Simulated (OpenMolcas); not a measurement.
# One shape, several levels: CH3ClF2Si (SMILES C[Si](F)(F)Cl)

We compute a comparison of 6 runs (HF/def2-SVP, B3LYP/6-31G*, M06-L/def2-SVP, PBE0/def2-SVP, TPSS/def2-SVP, r2SCAN/def2-SVP) of CH3ClF2Si. 

The results are computed with OpenMolcas 26.06.

1 further run of the same task is left out (set aside as unsound or not needed).

**1. The system as given**

CH3ClF2Si: 8 atoms, total charge 0, spin state singlet. As SMILES, `C[Si](F)(F)Cl`. Geometry: relaxed at PBE0-D4/def2-TZVP.

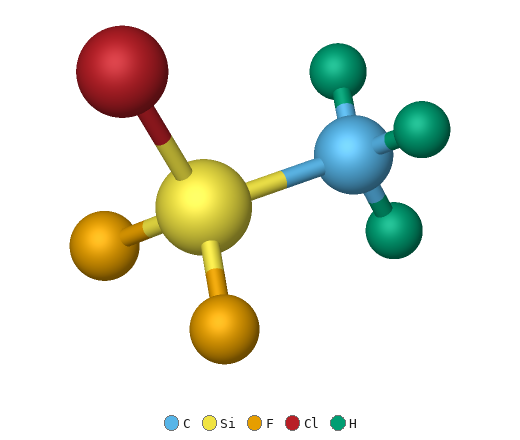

Viewed from a chosen angle; carbon blue, silicon yellow, fluorine amber, chlorine red, hydrogen teal.

**2. Energy and gradient at HF/def2-SVP (run 1)**

mol.xyz reads:

```xyz
8

C     -0.808500    -0.299000     0.512200
Si     0.690600     0.151400    -0.439200
F      1.987000    -0.472300     0.219100
F      0.616200    -0.415600    -1.914200
Cl     0.963100     2.158500    -0.560900
H     -0.917100    -1.385400     0.549800
H     -0.740200     0.080400     1.533400
H     -1.698800     0.124800     0.044100
```

mol.inp reads:

```
&GATEWAY
  BasLib=$CurrDir
  Coord=mol.xyz
  Basis=def2-SVP
  Group=NoSym

&SEWARD

&SCF
  Thresholds=1e-10 1e-07 1e-07 1e-05
  PrOrbitals=0

&ALASKA
```

The basis set def2-SVP is read from a file made from the Basis Set Exchange's data (not shown).

Command:

```bash
export MOLCAS_MEM=1860
pymolcas mol.inp > mol.log
```

Log:

```text
--- Start Module: gateway ---
[...]
--- Stop Module: gateway /rc=_RC_ALL_IS_WELL_ ---
[...]
      Basis functions           93
[...]
--- Start Module: scf ---
[...]
       Convergence after  13 Iterations
[...]
::    Total SCF energy                               -986.6980594681
[...]
      Total spin, S                                     0.0000000000
[...]
      Total electronic charge=   58.000000
      Total            charge=   -0.000000
[...]
      Dipole Moment (debye):
      Origin of the operator (angstrom)=    0.7707    0.5007   -0.4813
                   X= -2.0635E+00               Y= -3.4140E-01               Z=  1.3162E+00           Total=  2.4712E+00
      Quadrupole Moment (debye*angstrom):
[...]
 *              Molecular gradients               *
 **************************************************
  Irreducible representation: a
 ------------------------------------------------------------------------------------------
                              X                       Y                       Z
 ------------------------------------------------------------------------------------------
  C1                2.76600817988815E-03    1.17239974380245E-03   -1.77804370457046E-03
  SI2               4.78384272313104E-03   -2.90497445957705E-03   -3.24196023771428E-03
  F3               -7.41629646884689E-03    3.71286636897139E-03   -3.25283010104371E-03
  F4               -2.87674721981546E-05    3.43289891712928E-03    8.31454283702726E-03
  CL5              -1.03618673661376E-03   -5.63195178276743E-03    5.15603756645611E-04
  H6                3.99518803761101E-04   -5.58520267588847E-04   -2.70790105419083E-04
  H7                4.68869146812545E-04    3.76590668689447E-04    1.85758701743310E-04
  H8                6.30118241264910E-05    4.00690811195314E-04   -4.72281146475240E-04
[...]
```

Wall time 6.9 s (1 thread of Intel Xeon 6975P-C (Granite Rapids), shared host); peak memory 0.51 GiB.

**3. Energy and gradient at B3LYP/6-31G(d) (spherical functions) (run 2)**

mol.input reads:

```
* CH3ClF2Si Kohn-Sham DFT

&GATEWAY
  BasLib=$CurrDir
  BasisSet
  C.6-31Gs....
  C1 -0.808500 -0.299000 0.512200 angstrom
  End of Basis
  BasisSet
  Si.6-31Gs....
  Si2 0.690600 0.151400 -0.439200 angstrom
  End of Basis
  BasisSet
  F.6-31Gs....
  F3 1.987000 -0.472300 0.219100 angstrom
  F4 0.616200 -0.415600 -1.914200 angstrom
  End of Basis
  BasisSet
  Cl.6-31Gs....
  Cl5 0.963100 2.158500 -0.560900 angstrom
  End of Basis
  BasisSet
  H.6-31Gs....
  H6 -0.917100 -1.385400 0.549800 angstrom
  H7 -0.740200 0.080400 1.533400 angstrom
  H8 -1.698800 0.124800 0.044100 angstrom
  End of Basis

&SEWARD
  GridInput
  Grid=UltraFine
  End of Grid

&SCF
  KSDFT=B3LYP
  Thresholds=1e-10 1e-07 1e-07 1e-05
  PrOrbitals=1 2

&ALASKA
```

The basis set 6-31G* is read from a file made from the Basis Set Exchange's data (not shown).

Command:

```bash
export MOLCAS_MEM=1860
pymolcas mol.input > mol.log
```

Log:

```text
--- Start Module: gateway ---
[...]
--- Stop Module: gateway /rc=_RC_ALL_IS_WELL_ ---
[...]
      Basis functions           84
[...]
--- Start Module: scf ---
[...]
       Convergence after  13 Iterations
[...]
::    Total KS-DFT energy                            -989.4724552519
[...]
      Total spin, S                                     0.0000000000
[...]
      Total electronic charge=   58.000000
      Total            charge=   -0.000000
[...]
      Dipole Moment (debye):
      Origin of the operator (angstrom)=    0.7707    0.5007   -0.4813
                   X= -1.9150E+00               Y= -7.1707E-01               Z=  1.2109E+00           Total=  2.3765E+00
      Quadrupole Moment (debye*angstrom):
[...]
 *              Molecular gradients               *
 **************************************************
  Irreducible representation: a
 ------------------------------------------------------------------------------------------
                              X                       Y                       Z
 ------------------------------------------------------------------------------------------
  C1                2.95161973199853E-03   -2.08611913468992E-04   -1.93175229859310E-03
  SI2               5.36362990280992E-03   -1.61536445868293E-03   -3.57969973083838E-03
  F3               -1.24344083439034E-02    5.78494847731648E-03   -6.58343730966138E-03
  F4                9.63766397810151E-04    5.25484585257097E-03    1.43353651850830E-02
  CL5              -8.46144322220965E-04   -1.04079194676245E-02    2.66440057015149E-04
  H6                7.55762576307495E-04    1.83847274719895E-03   -4.30790385160917E-04
  H7                8.14954933633094E-04   -2.88737411356044E-04   -2.28101055535390E-03
  H8                2.43081912367682E-03   -3.57633825869286E-04    2.04885037632829E-04
[...]
```

Run time: 20 s. Hardware: 1 thread of Intel Xeon 6975P-C (Granite Rapids), shared host; peak memory 0.47 GiB.

Runs 3 to 4 aren't shown in full; the table further down has their settings and results.

**4. Energy and gradient at TPSS/def2-SVP (run 5)**

mol.input reads:

```
* CH3ClF2Si Kohn-Sham DFT
>>> EXPORT MOLCAS_PRINT=2
&GATEWAY
BasLib = $CurrDir
Coord
8
angstrom
C       -0.808500      -0.299000       0.512200
Si       0.690600       0.151400      -0.439200
F        1.987000      -0.472300       0.219100
F        0.616200      -0.415600      -1.914200
Cl       0.963100       2.158500      -0.560900
H       -0.917100      -1.385400       0.549800
H       -0.740200       0.080400       1.533400
H       -1.698800       0.124800       0.044100
Basis = def2-SVP
Group = NoSym
&SEWARD
GridInput
Grid=UltraFine
End of Grid
&SCF
KSDFT = 2
1.0 MGGA_X_TPSS
1.0 MGGA_C_TPSS
Thresholds = 1e-10 1e-07 1e-07 1e-05
PrOrbitals = 1 2
&ALASKA
```

The basis set def2-SVP is read from a file made from the Basis Set Exchange's data (not shown).

Command:

```bash
export MOLCAS_MEM=1860
pymolcas mol.input > mol.log
```

Log:

```text
--- Start Module: gateway ---
[...]
--- Stop Module: gateway /rc=_RC_ALL_IS_WELL_ ---
[...]
      Basis functions           93
[...]
--- Start Module: scf ---
[...]
       Convergence after  14 Iterations
[...]
::    Total KS-DFT energy                            -989.1162476142
[...]
      Total spin, S                                     0.0000000000
[...]
      Total electronic charge=   58.000000
      Total            charge=   -0.000000
[...]
      Dipole Moment (debye):
      Origin of the operator (angstrom)=    0.7707    0.5007   -0.4813
                   X= -1.7802E+00               Y= -4.7562E-01               Z=  1.1307E+00           Total=  2.1619E+00
      Quadrupole Moment (debye*angstrom):
[...]
 *              Molecular gradients               *
 **************************************************
  Irreducible representation: a
 ------------------------------------------------------------------------------------------
                              X                       Y                       Z
 ------------------------------------------------------------------------------------------
  C1               -1.09512355394514E-03   -5.73951017197594E-04    6.58259187396482E-04
  SI2               1.65351414492241E-02   -1.19272688976313E-02   -1.10336251069523E-02
  F3               -2.41418126564703E-02    1.16145734676003E-02   -1.25757961332535E-02
  F4                1.68251457048774E-03    1.05734989291140E-02    2.76869458919151E-02
  CL5              -1.40664969285487E-03   -1.21500510522310E-02    5.80364888446816E-04
  H6                1.25044157418497E-03    7.89797034205986E-03   -5.67639508498030E-04
  H7                1.19172603768203E-04   -2.55882660403661E-03   -7.75061023456836E-03
  H8                7.05631570577214E-03   -2.87594516770895E-03    3.00210101545639E-03
[...]
```

It took 29 s on 1 thread of Intel Xeon 6975P-C (Granite Rapids), shared host; peak memory 0.51 GiB.

**5. Energy and gradient at r2SCAN/def2-SVP (run 6)**

input.xyz reads:

```xyz
8

C     -0.808500    -0.299000     0.512200
Si     0.690600     0.151400    -0.439200
F      1.987000    -0.472300     0.219100
F      0.616200    -0.415600    -1.914200
Cl     0.963100     2.158500    -0.560900
H     -0.917100    -1.385400     0.549800
H     -0.740200     0.080400     1.533400
H     -1.698800     0.124800     0.044100
```

calc.input reads:

```
* CH3ClF2Si Kohn-Sham DFT

&GATEWAY
  BASLIB=$CurrDir
  COORD=input.xyz
  BASIS=def2-SVP
  GROUP=NoSym

&SEWARD
  GRIDINPUT
  Grid=UltraFine
  End of Grid

&SCF
  KSDFT=2
  1.0 MGGA_X_R2SCAN
  1.0 MGGA_C_R2SCAN
  THRESHOLDS=1e-10 1e-07 1e-07 1e-05
  PRORBITALS=1

&ALASKA
```

The basis set def2-SVP is read from a file made from the Basis Set Exchange's data (not shown).

Command:

```bash
export MOLCAS_MEM=1860
pymolcas calc.input > calc.log
```

Log:

```text
--- Start Module: gateway ---
[...]
--- Stop Module: gateway /rc=_RC_ALL_IS_WELL_ ---
[...]
      Basis functions           93
[...]
--- Start Module: scf ---
[...]
       Convergence after  15 Iterations
[...]
::    Total KS-DFT energy                            -988.9003776784
[...]
      Total spin, S                                     0.0000000000
[...]
      Total electronic charge=   58.000000
      Total            charge=   -0.000000
[...]
      Dipole Moment (debye):
      Origin of the operator (angstrom)=    0.7707    0.5007   -0.4813
                   X= -1.8732E+00               Y= -4.6112E-01               Z=  1.1908E+00           Total=  2.2671E+00
      Quadrupole Moment (debye*angstrom):
[...]
 *              Molecular gradients               *
 **************************************************
  Irreducible representation: a
 ------------------------------------------------------------------------------------------
                              X                       Y                       Z
 ------------------------------------------------------------------------------------------
  C1               -4.21974187572260E-03   -1.56501882254689E-03    2.64032207988851E-03
  SI2               1.53166009665950E-02   -9.13149474993125E-03   -1.01758175872710E-02
  F3               -1.80727754611354E-02    8.72794171588431E-03   -9.48635211871007E-03
  F4                1.32784477698600E-03    7.95217104143298E-03    2.07780560952422E-02
  CL5              -7.35561951004993E-04   -7.79571304381932E-03    2.64806445452237E-04
  H6                9.33998412153692E-04    5.82077314151519E-03   -4.25994344761427E-04
  H7                1.62297385731036E-04   -1.88764057260915E-03   -5.76530680473919E-03
  H8                5.28733774643708E-03   -2.12101870990389E-03    2.17028623487692E-03
[...]
```

It took 29 s on 1 thread of Intel Xeon 6975P-C (Granite Rapids), shared host; peak memory 0.51 GiB.

**6. All runs side by side**

```csv
run,level,integration grid,energy (Eh),dipole moment (D),HOMO energy (eV),LUMO energy (eV),wall time
1,HF/def2-SVP,–,-986.698059,2.47,-13.00,4.32,6.9 s
2,B3LYP/6-31G* (spherical functions),UltraFine,-989.472455,2.38,-9.21,1.14,20 s
3,M06-L/def2-SVP,UltraFine,-989.032292,2.32,-8.46,1.10,26 s
4,PBE0/def2-SVP,UltraFine,-988.549943,2.30,-9.51,1.36,20 s
5,TPSS/def2-SVP,UltraFine,-989.116248,2.16,-8.16,0.70,29 s
6,r2SCAN/def2-SVP,UltraFine,-988.900378,2.27,-8.45,1.05,29 s
```

**7. Outcome**

| quantity | value |
| --- | --- |
| run 6: total energy | -988.90038 Eh |
| run 6: dipole moment | 2.27 D |
| run 6: HOMO energy | -8.45 eV |
| run 6: LUMO energy | 1.05 eV |
| run 6: HOMO–LUMO gap | 9.50 eV |
| run 6: largest force on an atom | 1.146 eV/Å |

The dipole moment (its size) runs from 2.16 D (TPSS/def2-SVP) to 2.47 D (HF/def2-SVP). The HOMO–LUMO gap runs from 8.86 eV (TPSS/def2-SVP) to 17.32 eV (HF/def2-SVP). Exact exchange widens orbital gaps. Totals of different functionals can't be ranked against each other. All runs together took 2.2 min, the longest 29 s.
